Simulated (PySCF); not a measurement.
## A study: H₂Te, SMILES `[TeH2]`

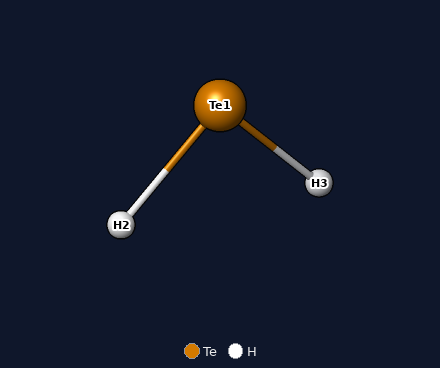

The molecule, with its atoms numbered as below. No frequency check shows the geometry to be a minimum.

Cartesian coordinates (Å):

```
Te1     -0.0438   -0.0000    0.0000
H2       1.1395   -1.1372    0.0000
H3       1.1371    1.1395    0.0000
```

### 1. Bonding charge

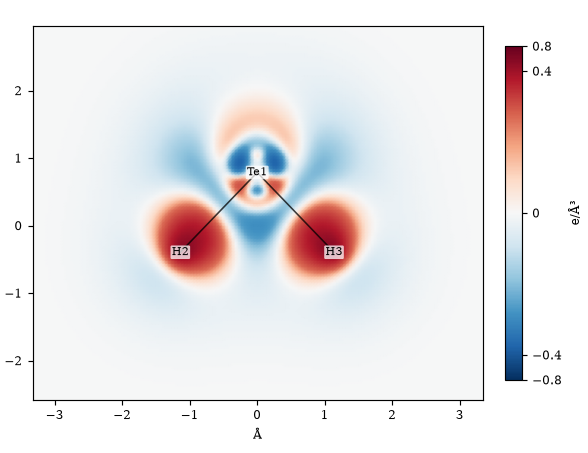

Deformation density (molecule less spherical, spin-averaged free atoms) in the molecular plane; colour scale in e/Å³, logarithmic beyond ±0.1; red: gain, blue: loss.

PySCF calculation, PBE/def2-TZVP, gas phase; geometry: GFN2-xTB. Core potentials replace the inner electrons of Te; spin–orbit coupling isn't included.

**How much density has each bond in this plane gained at its critical point, relative to the free atoms?**

Te1–H3 and Te1–H2: +0.20 e/Å³ at the bond critical point (bond length 1.64 Å, Mayer order 1.0). In all, 0.6 electrons gather in the regions of gain relative to the promolecule.

**Where do the Hirshfeld charges lie?**

The highest Hirshfeld charge is on Te1 (+0.02 e), the lowest on H2 and H3 (−0.01 e).

```tsv
atom	charge (e)
Te1	+0.02
H2	−0.01
H3	−0.01
```

### 2. Bond critical points

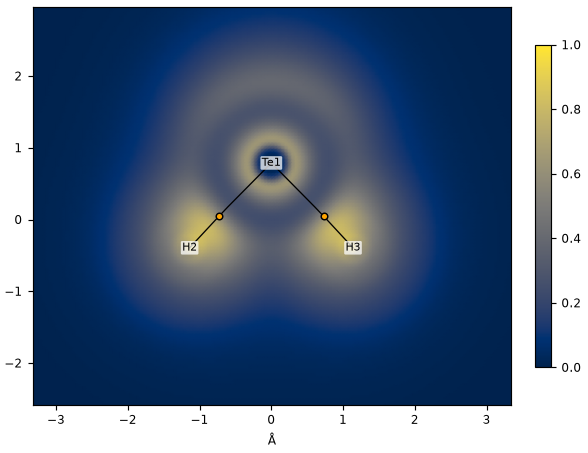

Localised orbital locator (LOL) in the molecular plane, with bond paths and bond critical points (dots).

**Rank the bonds in the plane by LOL at their critical points.**

Te1–H3 and Te1–H2: about 0.58. Values above 0.5 mark slow, localised electrons, as in shared pairs; low values at a critical point mark a polar or closed-shell contact whose critical point lies between the shells.

**Where along Te1–H3 does the critical point lie?**

1.04 Å from Te1 and 0.60 Å from H3.

### 3. Local ionisation energy

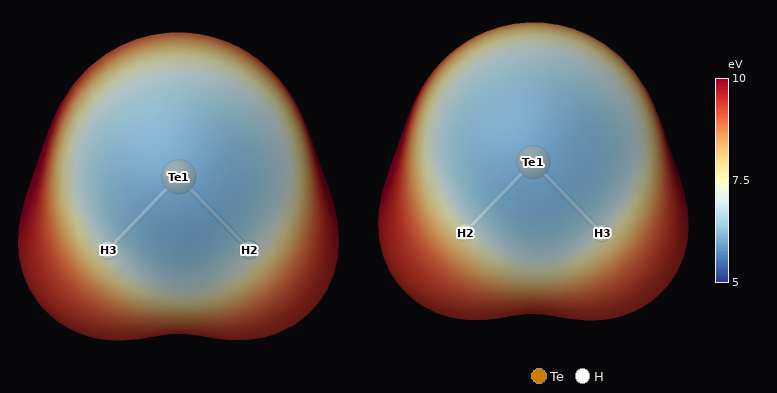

Average local ionisation energy on the surface of electron density 0.001 a.u. (back view left, front view right).

**Where are the most loosely bound electrons on this surface?**

The lowest value is 5.8 eV, 2.6 Å from Te1, and at like points elsewhere. For comparison, the highest occupied orbital lies at −5.5 eV.

**What volume does the surface enclose, and what is the dipole moment?**

About 68 Å³; the dipole moment is 0.2 D.

### 4. In an electric field

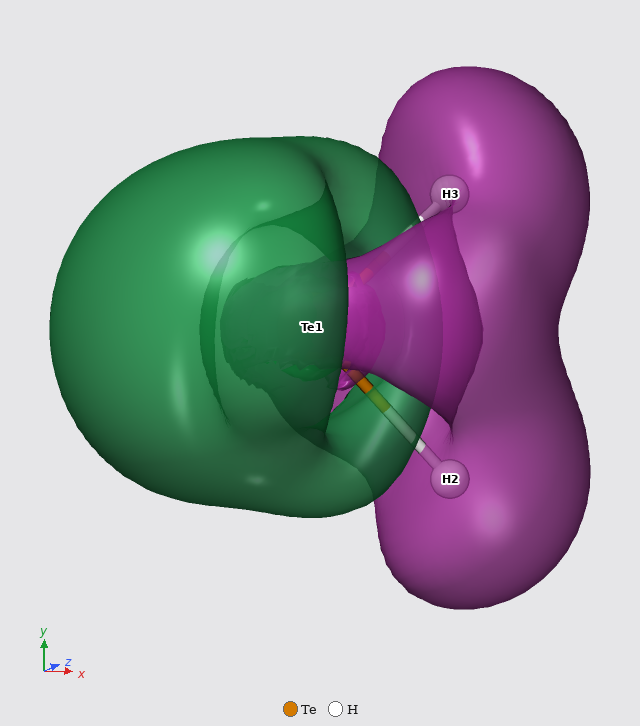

Change of the electron density in a uniform field of 0.21 V/Å, surfaces at ±0.001 e/Å³ (green: gain, purple: loss).

PySCF calculation, PBE/def2-TZVP, gas phase; geometry: GFN2-xTB. Core potentials replace the inner electrons of Te; spin–orbit coupling isn't included. A basis without diffuse functions makes polarisabilities too small.

**Along which Cartesian direction does the field point?**

Along +x: electrons gather on the −x side, against the field.

**How large is the response?**

The induced dipole is 0.38 D (along the field); α along this axis, from the fields in both directions, is 37 bohr³ (5.5 Å³).

**Which atoms gain and lose the most charge?**

Electrons gather most on Te1 (Hirshfeld charge changes by −0.020 e) and leave H2 and H3 alike most (+0.010 e); 0.035 electrons are displaced in all.

### 5. Removing or adding an electron

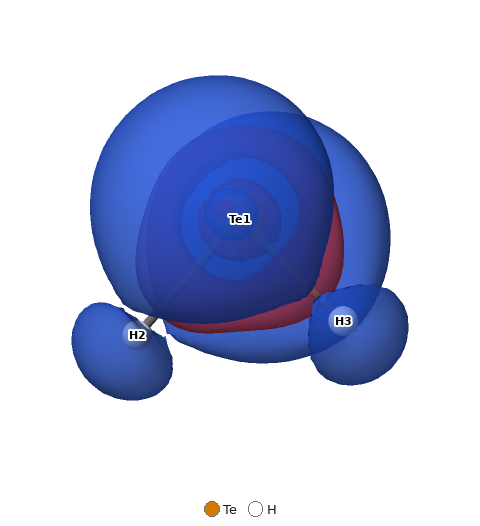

Fukui function f⁻ = ρ(N) − ρ(N−1) at fixed geometry, surfaces at ±0.02 e/Å³ (blue positive, red negative).

Level of theory: PBE/def2-TZVP (PySCF), at a geometry from GFN2-xTB. Core potentials replace the inner electrons of Te; spin–orbit coupling isn't included.

**Which atoms respond most to the removal of an electron?**

f⁻ (Hirshfeld-condensed) is largest on Te1 (0.81); the vertical ionisation energy is 8.95 eV. Condensed values hint at sites of electrophilic attack but needn't mark the atom that reacts. Orbital relaxation makes it negative in places (0.07 e in all).

The PySCF runs shown took 4.9 s, 8.1 s and 27 s on 1 thread of Intel(R) Xeon(R) Platinum 8488C (Sapphire Rapids) (shared host).
